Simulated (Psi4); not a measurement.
**GaCl (SMILES [Cl][Ga]): HF/cc-pVTZ-DK (sfX2C, sweep point 2)**

What is the vertical electron affinity of GaCl at HF/cc-pVTZ-DK (sfX2C, sweep point 2)? 

The results are computed with Psi4 1.11.

## Step 1: The system as given

GaCl: 2 atoms, total charge 0, spin state singlet. SMILES: `[Cl][Ga]`. The shape is that of a PBE0-D4/def2-TZVP optimisation.

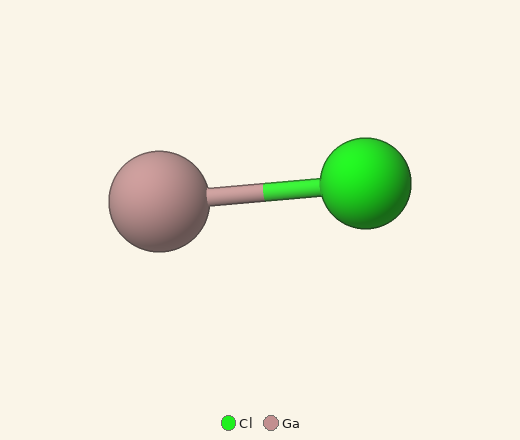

Viewed from a chosen angle; chlorine green, gallium pink.

## Step 2: The energy at HF/cc-pVTZ-DK (sfX2C, sweep point 2)

File job.in:

```
memory 1600 mb

molecule m {
  Cl     0.000000     0.000000    -0.023560
  Ga     0.000000     0.000000     2.192160
  symmetry c1
}

set {
  basis        cc-pVTZ-DK
  puream       true
  scf_type     pk
  relativistic x2c
}

e, wfn = energy('hf', return_wfn=True)
print_variables()
```

Run with:

```bash
$ psi4 -i job.in -o job.out -n 1
```

job.out:

```text
[...]
  Running in c1 symmetry.
[...]
  Nuclear repulsion =  125.862649623187977
[...]
  Multiplicity = 1
[...]
  Nalpha       = 24
  Nbeta        = 24
[...]
    Number of basis functions: 77
[...]
    WARNING: The X2C and Dirac Hamiltonians have substatially different eigenvalues!
             This is probably caused by the recontraction of the basis set.
[...]
   @RHF iter   1: -2402.23004642580190   -3.76546e+00   2.29004e-02 ADIIS/DIIS
[...]
   @RHF iter   8: -2403.21127047862819   -1.38529e-07   8.02061e-07 DIIS
[...]
    Orbital Energies [Eh]
    ---------------------
    Doubly Occupied:
       1A   -383.713921     2A   -105.169742     3A    -49.304873
       4A    -42.762817     5A    -42.762817     6A    -42.761874
       7A    -10.588353     8A     -7.989147     9A     -7.988487
      10A     -7.988487    11A     -6.602578    12A     -4.548777
      13A     -4.548777    14A     -4.545109    15A     -1.194044
      16A     -1.192690    17A     -1.192690    18A     -1.188297
      19A     -1.188297    20A     -1.048417    21A     -0.543569
      22A     -0.441438    23A     -0.441438    24A     -0.355255
[...]
  @RHF Final Energy: -2403.21127047862819
   => Energetics <=
    Nuclear Repulsion Energy =            125.8626496231879770
    One-Electron Energy =               -3598.0241638282304848
    Two-Electron Energy =                1068.9502437264141008
    Total Energy =                      -2403.2112704786281938
[...]
 Multipole Moments:
 ------------------------------------------------------------------------------------
     Multipole            Electronic (a.u.)      Nuclear  (a.u.)        Total (a.u.)
 ------------------------------------------------------------------------------------
 L = 1.  Multiply by 2.5417464519 to convert [e a0] to [Debye]
 Dipole X            :         -0.0000000            0.0000000           -0.0000000
 Dipole Y            :         -0.0000000            0.0000000           -0.0000000
 Dipole Z            :          4.5337144           -3.5344566            0.9992577
 Magnitude           :                                                    0.9992577
[...]
```

It took 50 s on 1 thread of Intel Xeon at 2.70GHz, shared host; peak memory 1.1 GiB.

## Step 3: The doublet anion

File job.in:

```
memory 1600 mb

molecule mol {
  -1 2
  Cl     0.000000     0.000000    -0.023560
  Ga     0.000000     0.000000     2.192160
  units angstrom
  symmetry c1
}

set globals {
  basis cc-pVTZ-DK
  reference uhf
  puream true
  scf_type pk
  maxiter 100
  relativistic x2c
}

result, w = energy('scf', return_wfn=True)
```

Run with:

```bash
$ psi4 job.in job.out -n 1
```

job.out:

```text
[...]
  Running in c1 symmetry.
[...]
  Nuclear repulsion =  125.862649623187977
[...]
  Multiplicity = 2
[...]
  Nalpha       = 25
  Nbeta        = 24
[...]
    Number of basis functions: 77
[...]
    WARNING: The X2C and Dirac Hamiltonians have substatially different eigenvalues!
             This is probably caused by the recontraction of the basis set.
[...]
   @UHF iter   1: -2401.94831179370885   -3.48373e+00   2.42259e-02 ADIIS/DIIS
[...]
   @UHF iter  10: -2403.19262686877573   -2.28874e-08   4.36162e-07 DIIS
[...]
   @S^2 Observed:                7.687828787E-01
[...]
    Orbital Energies [Eh]
    ---------------------
    Alpha Occupied:
       1A   -383.467320     2A   -104.970225     3A    -49.058205
       4A    -42.516956     5A    -42.516833     6A    -42.516014
       7A    -10.390383     8A     -7.791486     9A     -7.791166
      10A     -7.790556    11A     -6.355594    12A     -4.303312
      13A     -4.302451    14A     -4.300448    15A     -0.953531
      16A     -0.945380    17A     -0.943841    18A     -0.943228
      19A     -0.940493    20A     -0.854095    21A     -0.348096
      22A     -0.260638    23A     -0.252375    24A     -0.156767
      25A      0.002528
    Alpha Virtual:
[...]
  @UHF Final Energy: -2403.19262686877573
   => Energetics <=
    Nuclear Repulsion Energy =            125.8626496231879770
    One-Electron Energy =               -3608.8592826118756420
    Two-Electron Energy =                1079.8040061199117190
    Total Energy =                      -2403.1926268687757329
  UHF NO Occupations:
  HONO-2 :   23  A 1.9998336
  HONO-1 :   24  A 1.9908607
[...]
 Multipole Moments:
 ------------------------------------------------------------------------------------
     Multipole            Electronic (a.u.)      Nuclear  (a.u.)        Total (a.u.)
 ------------------------------------------------------------------------------------
 L = 1.  Multiply by 2.5417464519 to convert [e a0] to [Debye]
 Dipole X            :         -0.0000000            0.0000000           -0.0000000
 Dipole Y            :         -0.0000000            0.0000000           -0.0000000
 Dipole Z            :          3.3505615           -3.5344566           -0.1838952
 Magnitude           :                                                    0.1838952
[...]
```

Run time: 50 s. Hardware: 1 thread of Intel Xeon at 2.70GHz, shared host; peak memory 1.1 GiB.

## Step 4: Summary of results

Level: HF/cc-pVTZ-DK (sfX2C, sweep point 2).

```
                                         quantity           value
                       singlet GaCl: total energy  -2403.21127 Eh
                      singlet GaCl: dipole moment          2.54 D
                        singlet GaCl: HOMO energy        -9.67 eV
                        singlet GaCl: LUMO energy         0.91 eV
                      singlet GaCl: HOMO–LUMO gap        10.58 eV
                      doublet anion: total energy  -2403.19263 Eh
doublet anion: HOMO energy (highest over α and β)         0.07 eV
 doublet anion: LUMO energy (lowest over α and β)         6.03 eV
                              doublet anion: ⟨S²⟩           0.769
vertical electron affinity (to the doublet anion)       -0.507 eV
```

**Reading.** The anion lies 0.51 eV (48.9 kJ/mol) above the neutral: the electron isn't bound at this level, and such a value depends on the basis. Without diffuse functions anions come out too high. Hartree–Fock misses the correlation that binds many anions. The HOMO (doublet anion) lies at positive energy, 0.07 eV: the electron is unbound at this level or held by a compact basis; values depend on the basis.
